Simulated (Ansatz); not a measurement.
**AlBH (quartet): trial inputs and their diagnosis at distance B1–Al2 = 5.129 Å**

4 inputs are run for AlBH (quartet) as typed; the log has to tell whether the result can be used and what must change.

Computed with Ansatz 0.2.0, Gaussian basis. Level: the settings change from run to run.

26 further runs of the same task are left out: 22 that didn't finish, 4 set aside as unsound or not needed.

## Step 1: What is computed

The geometry derives from a PBE0/def2-TZVP stationary point (not a proven minimum). One bond is set to the value named and the two fragments are kept rigid.

3 atoms, charge 0, spin multiplicity 4.

Atoms are counted from 1 here; the program's logs count them from 0.

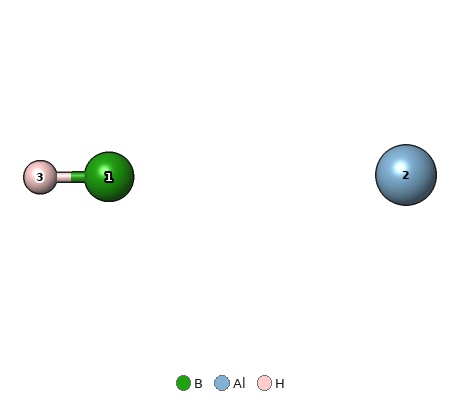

The structure; boron green, aluminium light blue, hydrogen pink; atoms are numbered from 1 in the order of the file.

Geometry (Å):

```
B     0.00000    0.00000    1.31463
Al    0.00000    0.00000   -3.81437
H     0.00000    0.00000    2.49973
```

## Step 2: Try 1

in.yaml reads:

```yaml
crystal:
  periodic: [false, false, false]
  atoms:
    - {symbol: B, position_ang: [0.000000, 0.000000, 1.314633]}
    - {symbol: Al, position_ang: [0.000000, 0.000000, -3.814367]}
    - {symbol: H, position_ang: [0.000000, 0.000000, 2.499733]}
basis:
  gaussian: {orbitals: 6-31G}
magnetization: {spin_polarized: false, initial_magnetization: 3}
correlation: {active_space: {window: {electrons: 6, orbitals: 5}}}
```

Started as:

```console
> ansatz run in.yaml --threads 1 --pin off --events-out ev --progress --plain --max-ram 2393MiB
```

Standard output:

```text
Functional definition: HF
  name "HF"
  cite "Fock, Z. Phys. 61, 126 (1930) doi:10.1007/BF01340294"
  parent pbe
  exchange = exact_x
  correlation = 0
296 factors; integrals over basis functions are off by at most 2.6e-4 eV
mean field evaluation 1: about -7258.6294 eV, gradient 1.1e1 eV
mean field evaluation 2: about -7258.6380 eV, gradient 1.2e1 eV
mean field evaluation 4: about -7258.4480 eV, gradient 1.0e1 eV
mean field evaluation 8: about -7260.0400 eV, gradient 1.0e1 eV
mean field evaluation 16: about -7264.2285 eV, gradient 1.2e-2 eV
mean field evaluation 32: about -7264.2218 eV, gradient 4.7e-5 eV
mean field evaluation 64: about -7264.2229 eV, gradient 3.5e-2 eV
mean field evaluation 96: about -7264.2329 eV, gradient 3.8e-1 eV
mean field evaluation 128: about -7264.2278 eV, gradient 1.3e-1 eV
mean field evaluation 160: about -7264.2218 eV, gradient 3.1e-6 eV
mean field evaluation 192: about -7262.0074 eV, gradient 2.0e0 eV
mean field evaluation 224: about -7264.2040 eV, gradient 7.9e-7 eV
mean field -7264.22850017 eV, -266.9554735103 hartree, gradient 9.4e-6 eV, S^2 3.750000; 16 other end points of the search recorded, 0 dependent functions left out
reference -7264.22850017 eV, -266.9554735103 hartree; 11, 8 occupied and 13, 16 virtual orbitals, 296 factors
Error: 6 electrons in 5 orbitals form no window around the highest filled level of the reference
```

Wall time 0.51 s (1 thread of Arm Neoverse V1, shared host).

What is wrong: The run stopped with an error. The active window can't be built from these electrons and orbitals. To mend it, choose counts that fit the spin, the electrons and the basis.

## Step 3: Try 2

in.yaml reads:

```yaml
crystal:
  periodic: [false, false, false]
  atoms:
    - {symbol: B, position_ang: [0.000000, 0.000000, 1.314633]}
    - {symbol: Al, position_ang: [0.000000, 0.000000, -3.814367]}
    - {symbol: H, position_ang: [0.000000, 0.000000, 2.499733]}
basis:
  gaussian: {orbitals: 6-31G}
magnetization: {spin_polarized: false, initial_magnetization: 3}
correlation: {method: caspt2, electrons: all}
accuracy: high
output: {forces: true}
```

Launched as before.

Standard output:

```text
Error: YAML parse error: error: line 10 column 23: unknown variant `caspt2`, expected one of mp2, rpa, ccsd, ccsd_t, bccd, bccd_t, ccsdt, ccsdt_q, ccsdt_q_b, ccsdtq, fci, sc_nevpt2, fic_nevpt4_sd, fic_mrcisd_q, fic_mrcisd_q_relaxed
  --> <input>:10:23
   |
 8 |   gaussian: {orbitals: 6-31G}
 9 | magnetization: {spin_polarized: false, initial_magnetization: 3}
10 | correlation: {method: caspt2, electrons: all}
   |                       ^ unknown variant `caspt2`, expected one of mp2, rpa, ccsd, ccsd_t, bccd, bccd_t, ccsdt, ccsdt_q, ccsdt_q_b, ccsdtq, fci, sc_nevpt2, fic_nevpt4_sd, fic_mrcisd_q, fic_mrcisd_q_relaxed
11 | accuracy: high
12 | output: {forces: true}
   |
```

Run time: 0.03 s. Hardware: 1 thread of Arm Neoverse V1, shared host.

What is wrong: The run was refused. The method's name isn't one that the program knows. Fix: name one from the list in the message.

## Step 4: Try 3

in.yaml reads:

```yaml
crystal:
  periodic: [false, false, false]
  atoms:
    - {symbol: B, position_ang: [0.000000, 0.000000, 1.314633]}
    - {symbol: Al, position_ang: [0.000000, 0.000000, -3.814367]}
    - {symbol: H, position_ang: [0.000000, 0.000000, 2.499733]}
basis:
  gaussian: {orbitals: 6-31G}
correlation: {method: fic_mrcisd_q, electrons: valence, active_space: {window: {electrons: 5, orbitals: 5}}}
magnetization: {spin_polarized: true, initial_magnetization: 3}
```

Launched as before.

Standard output:

```text
Error: invalid value for `correlation.active_space`: it starts from restricted Hartree–Fock orbitals; set hamiltonian.xc: hf without magnetization.spin_polarized
```

Run time: 0.03 s. Hardware: 1 thread of Arm Neoverse V1, shared host.

Diagnosis: The run was refused. An active space is asked on unrestricted orbitals. To mend it, drop spin_polarized: true.

## Step 5: Try 4

in.yaml reads:

```yaml
crystal:
  periodic: [false, false, false]
  atoms:
    - {symbol: B, position_ang: [0.000000, 0.000000, 1.314633]}
    - {symbol: Al, position_ang: [0.000000, 0.000000, -3.814367]}
    - {symbol: H, position_ang: [0.000000, 0.000000, 2.499733]}
basis:
  gaussian: {orbitals: aug-cc-pVDZ}
magnetization: {spin_polarized: false, initial_magnetization: 3}
correlation: {active_space: {window: {electrons: 5, orbitals: 5}, states: [{multiplicity: 4, weights: [1, 1]}], root: 5}}
scf: {lower_state_search: off}
```

The command is unchanged.

Standard output:

```text
Error: the active space averages no state 5, counted from zero
```

It took 0.03 s on 1 thread of Arm Neoverse V1, shared host.

**Diagnosis.** The run was refused. The root asked for lies beyond the states averaged. To mend it, average more states or name a lower root.

## Step 6: How the runs ended

```
try                    level                ended                                                               cause    time
  1        CASSCF(6,5)/6-31G  stopped by an error  the active window can't be built from these electrons and orbitals  0.51 s
  2           'caspt2'/6-31G              refused                  the method's name isn't one that the program knows  0.03 s
  3      MRCISD+Q(5,5)/6-31G              refused                   an active space is asked on unrestricted orbitals  0.03 s
  4  CASSCF(5,5)/aug-cc-pVDZ              refused                  the root asked for lies beyond the states averaged  0.03 s
```

1 stopped by an error, 3 refused.
